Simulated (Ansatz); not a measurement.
# Generalised stacking fault on (110) of a KCl-RbCl solid solution (80 atoms): geometry optimisation

How does generalised stacking fault on (110) of a KCl-RbCl solid solution (80 atoms) relax, and what do bonds, charges and levels look like afterwards?

Calculated with Ansatz 0.2.0; Kohn-Sham DFT, PBEsol, PAW (set soft_2), plane waves.

## 1. The structure

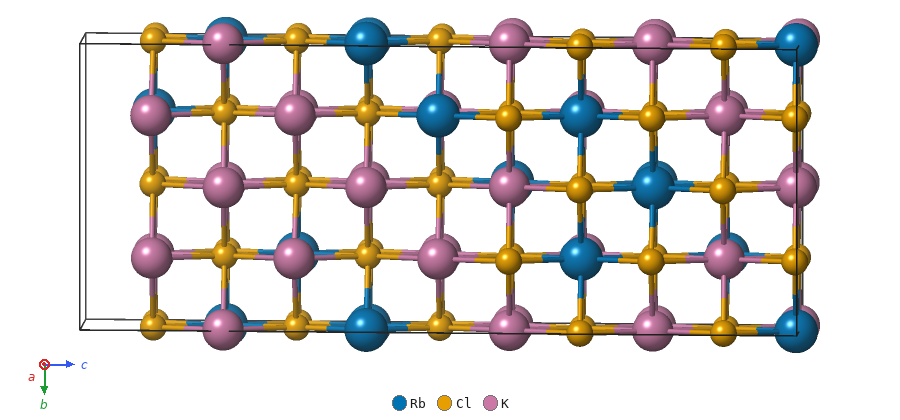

The cell as given, from the side, with the c axis across the page (rubidium blue, chlorine orange, potassium pink). Some periodic images of atoms are drawn too.

The cell holds 80 atoms: 13 Rb, 40 Cl and 27 K. Its edges and angles: a = 7.339 Å, b = 10.379 Å, c = 26.265 Å, α = 90.0°, β = 82.6°, γ = 90.0°. It derives from KCl and RbCl. CsCl-type KCl lattice (a = 3.6697 Å, the value set for the mixture), cell with z along [110], 2 x 2 x 5 periods; the third cell vector is tilted by 0.917 of [001] and lengthened by 0.1 Å, so the cell holds one fault; displaced by a Gaussian of 0.01 Å; 13 of 40 K sites given to Rb at random (lattice constant by Vegard's rule between KCl and RbCl).

Before any run, some limits are plain. Atoms were free to move along the slip, so the relaxation can undo part or all of it. The host structure and its lattice constant were typed by rule, without a check against the phase diagram.

## 2. Single point at the start

A single point comes first, to see the forces before anything moves.

The input, input.yaml:

```yaml
crystal:
  lattice:
    - [7.3394, 0.0, 0.0]
    - [0.0, 10.37948, 0.0]
    - [3.36387, 0.0, 26.0487]
  atoms:
    - { symbol: Rb, position: [0.54281, 0.00092, 0.99566] }
    - { symbol: Cl, position: [0.20389, 0.00062, 0.09925] }
    - { symbol: K, position: [0.04408, 0.99894, 0.99608] }
    - { symbol: Cl, position: [0.70565, 0.9991, 0.09992] }
    [... 70 atom lines left out ...]
    - { symbol: K, position: [0.09031, 0.24925, 0.89615] }
    - { symbol: Cl, position: [0.29265, 0.2492, 0.99604] }
    - { symbol: K, position: [0.59044, 0.74971, 0.89558] }
    - { symbol: Cl, position: [0.79263, 0.74949, 0.99572] }
    - { symbol: Rb, position: [0.0908, 0.75033, 0.89632] }
    - { symbol: Cl, position: [0.29593, 0.75161, 0.99571] }
kpoints:
  mp_grid: { grid: [2, 1, 1] }
hamiltonian:
  xc: pbesol
scf:
  occupations: { method: gaussian, width: 0.025 }
output:
  forces: true
  stress: true
  populations: true
  dos:
    method: { smearing: { sigma: 0.08 } }
    de: 0.1
    projected: { site_lists: { Cl: [Cl], K: [K], Rb: [Rb] } }
  eigenvalues: true
```

Run with:

```sh
$ ansatz run input.yaml --threads 8 --pin off --max-ram 15872MiB --backend cpu --events-out ev --progress --plain --runs-dir out
```

It took 39 s on 8 threads of Arm Neoverse V2, shared host; peak memory 6.8 GiB.

The run gave:

```yaml
free_energy: -125335.9237 eV
free_energy_per_atom: -1566.6990 eV/atom
scf_cycles: 7
pressure: 2.649 GPa
r_m_s_force_component: 0.0893 eV/Å
longest_force: 0.314 eV/Å
fermi_energy: 6.276 eV
spacing_of_highest_filled_and_lowest_empty_level: 5.366 eV
spilling_of_the_projection: 0.004738
```

The r.m.s. force component of 0.089 eV/Å and the pressure of 2.6 GPa set the starting point.

Length of the force by element:

| element | coordination | atoms | mean length of the force (eV/Å) | spread | least | most |
| --- | --- | --- | --- | --- | --- | --- |
| Cl | all | 40 | 0.204 | 0.0575 | 0.106 | 0.314 |
| K | all | 27 | 0.0438 | 0.0191 | 0.0072 | 0.0854 |
| Rb | all | 13 | 0.0561 | 0.0306 | 0.0205 | 0.132 |

## 3. Relaxation

With the cell held, the atoms are moved downhill towards a nearby minimum.

input.yaml, the sections that differ from step 2:

```yaml
output:
  forces: true
relax:
  f_tol: 0.05
  max_steps: 98
# crystal, kpoints, hamiltonian, scf: as in step 2
```

It took 48 s on 8 threads; peak memory 6.9 GiB.

Relaxation path:

| step | energy less that of the first step (eV) | largest force component (eV/Å) |
| --- | --- | --- |
| 1 | 0.0000 | 0.2657 |
| 2 | -0.2848 | 0.0807 |
| 3 | -0.3423 | 0.0135 |

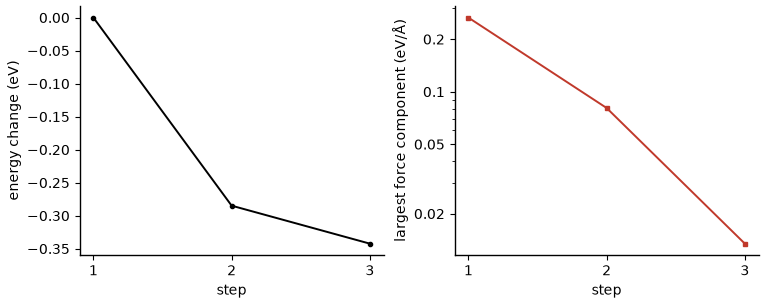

Energy and largest force along the relaxation.

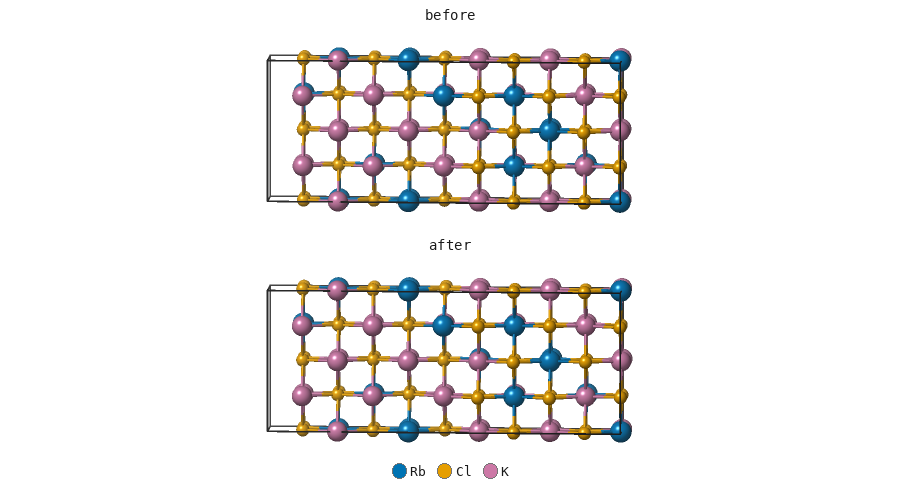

The structure before and after the relaxation, drawn at the same scale.

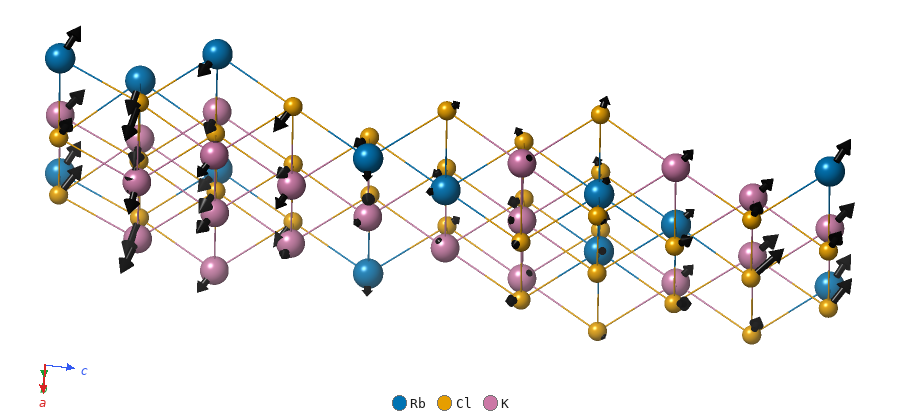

Displacements in the relaxation, exaggerated; the longest in the cell stands for 0.18 Å. Drawn is a slice 4 Å thick, seen at a slant to the bc plane.

The atoms that moved most (Å):

| atom | dx | dy | dz | length |
| --- | --- | --- | --- | --- |
| Cl4 | 0.171 | -0.019 | -0.050 | 0.179 |
| Cl70 | -0.108 | -0.045 | 0.126 | 0.172 |
| Cl80 | -0.125 | -0.049 | 0.093 | 0.163 |
| Cl76 | -0.155 | 0.032 | 0.024 | 0.160 |
| Cl78 | -0.113 | -0.024 | 0.085 | 0.144 |
| K17 | 0.127 | 0.001 | -0.053 | 0.138 |
| K3 | -0.125 | 0.007 | 0.038 | 0.131 |
| Rb1 | -0.113 | -0.006 | 0.064 | 0.130 |

The relaxation changed the energy by -4.28 meV/atom, and atoms moved by 0.088 Å r.m.s., 0.18 Å at most.

## 4. Structure statistics after relaxation

Bonds before and after, by the cutoffs listed below:

| pair | bonds before | bonds after | mean before (Å) | mean after (Å) | spread before (Å) | spread after (Å) |
| --- | --- | --- | --- | --- | --- | --- |
| Cl-K | 216 | 216 | 3.183 | 3.168 | 0.047 | 0.028 |
| Cl-Rb | 104 | 104 | 3.182 | 3.213 | 0.040 | 0.017 |

Density 3.00 g/cm³, 24.80 Å³ an atom.

g(r), total and by pair (bins of 0.2 Å):

| r (Å) | total | Cl-Cl | Cl-K | Cl-Rb | K-K | K-Rb | Rb-Rb |
| --- | --- | --- | --- | --- | --- | --- | --- |
| 3.10 | 5.35 | 0.00 | 13.85 | 4.07 | 0.00 | 0.00 | 0.00 |
| 3.30 | 2.46 | 0.00 | 1.90 | 11.25 | 0.00 | 0.00 | 0.00 |
| 3.50 | 0.25 | 1.00 | 0.00 | 0.00 | 0.00 | 0.00 | 0.00 |
| 3.70 | 4.13 | 7.77 | 0.00 | 0.00 | 8.65 | 8.98 | 8.33 |
| 3.90 | 0.00 | 0.00 | 0.00 | 0.00 | 0.00 | 0.00 | 0.00 |
| 4.10 | 0.00 | 0.00 | 0.00 | 0.00 | 0.00 | 0.00 | 0.00 |
| 4.30 | 0.00 | 0.00 | 0.00 | 0.00 | 0.00 | 0.00 | 0.00 |
| 4.50 | 0.00 | 0.00 | 0.00 | 0.00 | 0.00 | 0.00 | 0.00 |
| 4.70 | 0.00 | 0.00 | 0.00 | 0.00 | 0.00 | 0.00 | 0.00 |
| 4.90 | 0.00 | 0.00 | 0.00 | 0.00 | 0.00 | 0.00 | 0.00 |
| 5.10 | 2.31 | 4.44 | 0.00 | 0.00 | 5.05 | 5.05 | 2.79 |
| 5.30 | 2.08 | 4.34 | 0.00 | 0.00 | 3.65 | 3.95 | 5.45 |
| 5.50 | 0.00 | 0.00 | 0.00 | 0.00 | 0.00 | 0.00 | 0.00 |
| 5.70 | 0.00 | 0.00 | 0.00 | 0.00 | 0.00 | 0.00 | 0.00 |
| 5.90 | 0.06 | 0.00 | 0.08 | 0.17 | 0.00 | 0.00 | 0.00 |
| 6.10 | 6.30 | 0.00 | 12.60 | 12.60 | 0.00 | 0.00 | 0.00 |
| 6.30 | 1.50 | 2.66 | 0.06 | 0.00 | 2.85 | 4.29 | 0.69 |
| 6.50 | 0.47 | 1.24 | 0.00 | 0.00 | 0.47 | 0.81 | 0.68 |
| 6.70 | 0.00 | 0.00 | 0.00 | 0.00 | 0.00 | 0.00 | 0.00 |
| 6.90 | 0.00 | 0.00 | 0.00 | 0.00 | 0.00 | 0.00 | 0.00 |
| 7.10 | 0.00 | 0.00 | 0.00 | 0.00 | 0.00 | 0.00 | 0.00 |
| 7.30 | 1.04 | 1.98 | 0.00 | 0.00 | 2.53 | 1.50 | 3.65 |
| 7.50 | 0.05 | 0.21 | 0.00 | 0.00 | 0.00 | 0.00 | 0.00 |
| 7.70 | 0.00 | 0.00 | 0.00 | 0.00 | 0.00 | 0.00 | 0.00 |
| 7.90 | 1.61 | 0.00 | 2.96 | 3.79 | 0.00 | 0.00 | 0.00 |

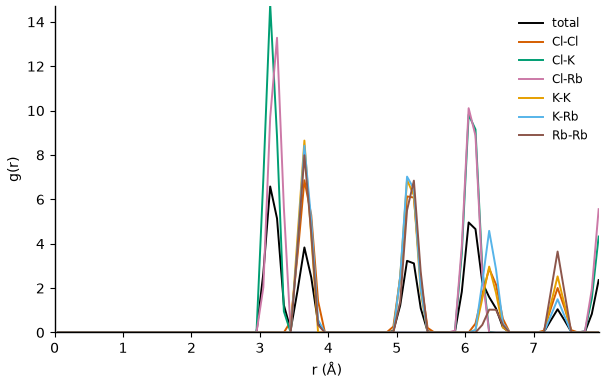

Pair distribution functions, lightly smoothed, with peaks cut at 14.

Bonds by pair of elements; cutoffs follow the first minimum of g(r), held within bounds set by covalent radii, and pairs that aren't listed don't count as bonded:

| pair A-B | cutoff (Å) | bonds | mean length (Å) | spread (Å) | shortest (Å) | B about A | A about B |
| --- | --- | --- | --- | --- | --- | --- | --- |
| Cl-K | 3.62 | 216 | 3.17 | 0.028 | 3.11 | 5.4 | 8 |
| Cl-Rb | 3.62 | 104 | 3.21 | 0.017 | 3.17 | 2.6 | 8 |

How many atoms have how many bonded neighbours:

| element | mean | 8 |
| --- | --- | --- |
| Cl | 8 | 40 |
| K | 8 | 27 |
| Rb | 8 | 13 |

Bond angles, per cent of each kind in bins of 5°:

| angle (°) | Cl-K-Cl | K-Cl-Rb | K-Cl-K | Cl-Rb-Cl | Rb-Cl-Rb |
| --- | --- | --- | --- | --- | --- |
| 65–70 | 14.2 | 12.8 | 0.8 | 12.4 | 41.2 |
| 70–75 | 28.7 | 28.4 | 42.9 | 30.5 | 5.9 |
| 75–80 | 0.0 | 0.0 | 0.0 | 0.0 | 0.0 |
| 80–85 | 0.0 | 0.0 | 0.0 | 0.0 | 0.0 |
| 85–90 | 0.0 | 0.0 | 0.0 | 0.0 | 0.0 |
| 90–95 | 0.0 | 0.0 | 0.0 | 0.0 | 0.0 |
| 95–100 | 0.0 | 0.0 | 0.0 | 0.0 | 0.0 |
| 100–105 | 0.0 | 0.0 | 0.0 | 0.0 | 0.0 |
| 105–110 | 28.2 | 34.9 | 22.3 | 28.8 | 44.1 |
| 110–115 | 14.7 | 6.3 | 21.5 | 14.0 | 2.9 |
| 115–120 | 0.0 | 0.0 | 0.0 | 0.0 | 0.0 |
| 120–125 | 0.0 | 0.0 | 0.0 | 0.0 | 0.0 |
| 125–130 | 0.0 | 0.0 | 0.0 | 0.0 | 0.0 |
| 130–135 | 0.0 | 0.0 | 0.0 | 0.0 | 0.0 |
| 135–140 | 0.0 | 0.0 | 0.0 | 0.0 | 0.0 |
| 140–145 | 0.0 | 0.0 | 0.0 | 0.0 | 0.0 |
| 145–150 | 0.0 | 0.0 | 0.0 | 0.0 | 0.0 |
| 150–155 | 0.0 | 0.0 | 0.0 | 0.0 | 0.0 |
| 155–160 | 0.0 | 0.0 | 0.0 | 0.0 | 0.0 |
| 160–165 | 0.0 | 0.0 | 0.0 | 0.0 | 0.0 |
| 165–170 | 0.0 | 0.0 | 0.0 | 0.0 | 0.0 |
| 170–175 | 0.0 | 0.0 | 0.0 | 0.0 | 0.0 |
| 175–180 | 14.3 | 17.6 | 12.6 | 14.3 | 5.9 |

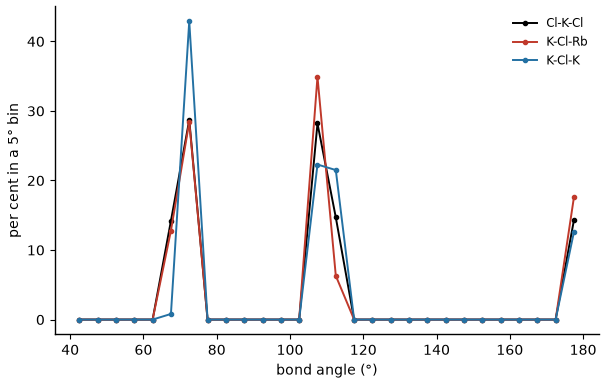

Distributions of the most common bond angles.

Bond angles (no mean is given where the spread exceeds 20°):

| angle | count | mean (°) | spread (°) |
| --- | --- | --- | --- |
| Cl-K-Cl | 756 | - | - |
| K-Cl-Rb | 524 | - | - |
| K-Cl-K | 494 | - | - |
| Cl-Rb-Cl | 364 | - | - |
| Rb-Cl-Rb | 102 | - | - |

Counting bonds as in the table, all Cl atoms have 8, all K atoms have 8 and all Rb atoms have 8 bonded neighbours.

## 5. Single point at the relaxed geometry

One more single point at the end of the walk gives the fuller output and checks the residual forces.

The input, input.yaml:

```yaml
crystal:
  lattice:
    - [7.3394, 0.0, 0.0]
    - [0.0, 10.37948, 0.0]
    - [3.36387, 0.0, 26.0487]
  atoms:
    - { symbol: Rb, position: [0.52625, 0.00037, 0.99813] }
    - { symbol: Cl, position: [0.21345, 0.99757, 0.09728] }
    - { symbol: K, position: [0.02641, 0.99964, 0.99755] }
    - { symbol: Cl, position: [0.72981, 0.9973, 0.098] }
    [... 70 atom lines left out ...]
    - { symbol: K, position: [0.07792, 0.24926, 0.89835] }
    - { symbol: Cl, position: [0.2711, 0.25232, 0.99696] }
    - { symbol: K, position: [0.57819, 0.75052, 0.89868] }
    - { symbol: Cl, position: [0.77567, 0.74713, 0.999] }
    - { symbol: Rb, position: [0.07819, 0.74975, 0.89874] }
    - { symbol: Cl, position: [0.27727, 0.74686, 0.99929] }
kpoints:
  mp_grid: { grid: [2, 1, 1] }
hamiltonian:
  xc: pbesol
scf:
  occupations: { method: gaussian, width: 0.025 }
output:
  forces: true
  stress: true
  populations: true
  dos:
    method: { smearing: { sigma: 0.08 } }
    de: 0.1
    projected: { site_lists: { Cl: [Cl], K: [K], Rb: [Rb] } }
  eigenvalues: true
  write_density: true
  write_potential: true
  volumetric_format: npy
```

It took 41 s on 8 threads; peak memory 6.8 GiB.

Numbers from this run:

```yaml
free_energy: -125336.2660 eV
free_energy_per_atom: -1566.7033 eV/atom
scf_cycles: 7
pressure: 2.529 GPa
r_m_s_force_component: 0.00371 eV/Å
longest_force: 0.01407 eV/Å
fermi_energy: 6.288 eV
spacing_of_highest_filled_and_lowest_empty_level: 5.375 eV
spilling_of_the_projection: 0.004731
```

Löwdin charges by element (they lack the spilled electrons, 0.038 e an atom on average):

| element | coordination | atoms | mean charge (e) | spread | least | most |
| --- | --- | --- | --- | --- | --- | --- |
| Cl | all | 40 | -0.686 | 4.0e-4 | -0.687 | -0.685 |
| K | all | 27 | 0.747 | 0.0054 | 0.736 | 0.755 |
| Rb | all | 13 | 0.791 | 0.0049 | 0.781 | 0.797 |

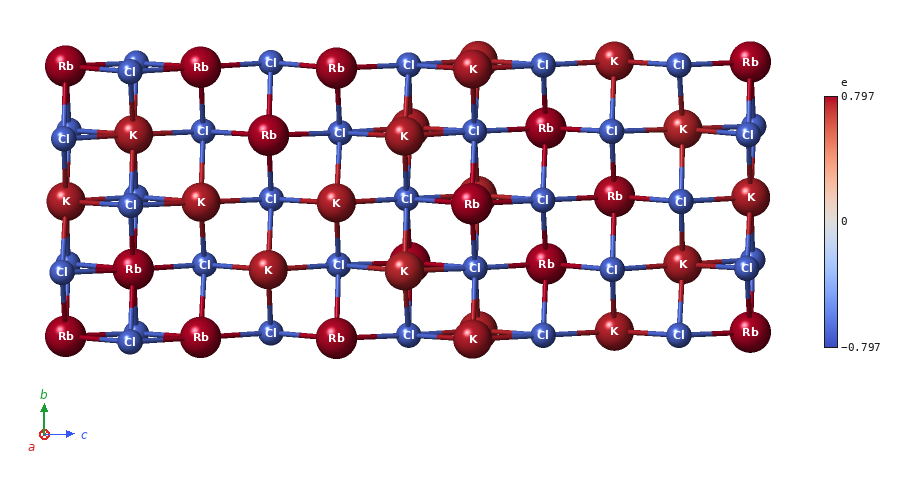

Atoms coloured by Löwdin charge. Drawn is a slice 4 Å thick, seen along the normal of the bc plane.

States in the cell by windows of 1 eV, zero at the Fermi level; the larger projections on atomic orbitals stand beside the total:

| from (eV) | to (eV) | total | Cl p | Cl s | Rb p | K p |
| --- | --- | --- | --- | --- | --- | --- |
| -18 | -16 | 0.0 | 0.0 | 0.0 | 0.0 | 0.0 |
| -16 | -15 | 77.8 | 0.2 | 65.8 | 0.7 | 6.0 |
| -15 | -14 | 27.6 | 0.3 | 2.5 | 0.1 | 24.7 |
| -14 | -13 | 136.5 | 0.8 | 6.1 | 0.2 | 129.3 |
| -13 | -12 | 0.0 | 0.0 | 0.0 | 0.0 | 0.0 |
| -12 | -11 | 57.5 | 1.2 | 0.8 | 55.1 | 0.2 |
| -11 | -10 | 20.5 | 0.2 | 0.2 | 19.9 | 0.1 |
| -10 | -5 | 0.0 | 0.0 | 0.0 | 0.0 | 0.0 |
| -5 | -4 | 71.9 | 66.3 | 0.2 | 0.6 | 0.6 |
| -4 | -3 | 128.5 | 123.2 | 0.3 | 1.0 | 0.7 |
| -3 | -2 | 39.5 | 39.0 | 0.0 | 0.1 | 0.1 |
| -2 | 2 | 0.0 | 0.0 | 0.0 | 0.0 | 0.0 |
| 2 | 3 | 1.0 | 0.0 | 0.2 | 0.0 | 0.0 |
| 3 | 4 | 18.8 | 0.2 | 0.5 | 0.0 | 0.0 |
| 4 | 5 | 66.5 | 1.8 | 1.8 | 0.1 | 0.2 |

The curve was stored every 0.10 eV, coarse against its broadening of 0.08 eV, so these counts are rough.

About 80 of the 640 electrons lie in deeper levels, below the stored range.

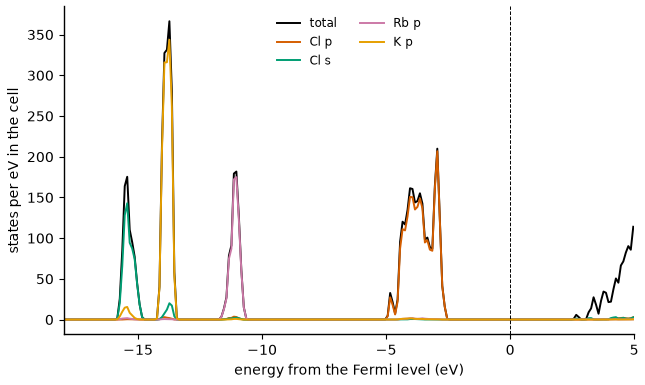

Total and projected density of states, with the broadening of the input.

The levels nearest the highest filled one (over half full), pooled over k-points and spins:

| level less the highest filled one (eV) | occupation |
| --- | --- |
| -0.146 | 2 |
| -0.0579 | 2 |
| -0.051 | 2 |
| -0.0102 | 2 |
| -0.0084 | 2 |
| 0 | 2 |
| 5.38 | 0 |
| 5.90 | 0 |
| 5.91 | 0 |
| 6.06 | 0 |
| 6.07 | 0 |
| 6.09 | 0 |

Mean Löwdin charges: Cl -0.69, K +0.75, Rb +0.79 e (they miss 0.47 % of the electrons, so they add up to more than the cell's charge).

## 6. Summary of results

* energy change in the relaxation: -4.279 meV/atom
* r.m.s. displacement: 0.088 Å
* largest displacement: 0.179 Å
* free energy per atom: -1566.7033 eV/atom
* density: 3 g/cm³
* pressure: 2.529 GPa
* r.m.s. force component: 0.00371 eV/Å
* gap (highest filled to lowest empty level): 5.375 eV
* wall time of the 3 DFT runs: 2.1 min

**Reading.** Relaxation lowers the energy by 4.28 meV/atom and moves atoms by 0.088 Å r.m.s.; the r.m.s. force component goes from 0.089 to 0.0037 eV/Å, the pressure goes from 2.6 to 2.5 GPa. By the final cutoffs no bond was broken or made. Layers on the two sides of the fault moved in opposite directions along the plane, so much of the imposed slip has spread into a shear of the crystal. First to last step the energy falls by 0.342 eV; the largest move, 0.18 Å, is that of Cl4. The Cl-Rb bonds change most in mean length: from 3.182 Å (spread 0.040) to 3.213 Å (spread 0.017). Counting bonds as in the table, all Cl atoms have 8, all K atoms have 8 and all Rb atoms have 8 bonded neighbours. The highest filled and lowest empty levels differ by 5.38 eV on the run's k-points; the mesh holds the band edges only if they fold onto it, so the gap at this level can be narrower or closed, while semilocal functionals tend to narrow gaps against experiment.

Caveats: Atoms were free to move along the slip, so the relaxation can undo part or all of it. The pressure of 2.5 GPa says that the cell would expand at this level of theory.

[Logs are printed without paths, hosts, clocks, repeated set-up lines and the standing remarks that a program may print on its own settings, such as how far it seeks lower states.]

[Hosts, paths, dates, database ids (printed as entryN), source tags and the programs' standing remarks are cut or masked in the printed files.]
